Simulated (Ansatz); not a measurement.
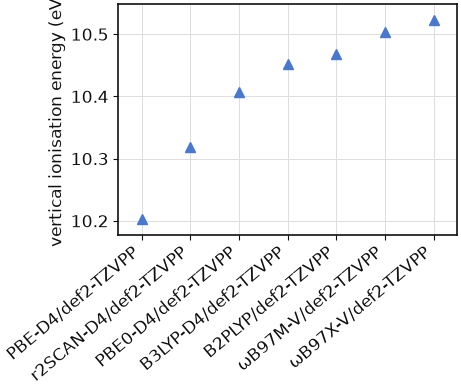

Vertical ionisation energy of CH₄ClNSi, SMILES N(=C(\[SiH3])Cl)/[H], taken as the energy of the cation less that of the neutral at fixed geometry (unrestricted doublet cation, cores frozen in correlated methods, no spin-orbit coupling), the Ansatz code, at a PBE0-D4/def2-TZVP geometry (a minimum by its frequencies).

Q: What range do the values span?

A: From 10.20 eV (PBE-D4/def2-TZVPP) to 10.52 eV (ωB97X-V/def2-TZVPP).

Q: Give the values.

A:
```
               level     eV
   PBE-D4/def2-TZVPP  10.20
r2SCAN-D4/def2-TZVPP  10.32
  PBE0-D4/def2-TZVPP  10.41
 B3LYP-D4/def2-TZVPP  10.45
   B2PLYP/def2-TZVPP  10.47
  ωB97M-V/def2-TZVPP  10.50
  ωB97X-V/def2-TZVPP  10.52
```
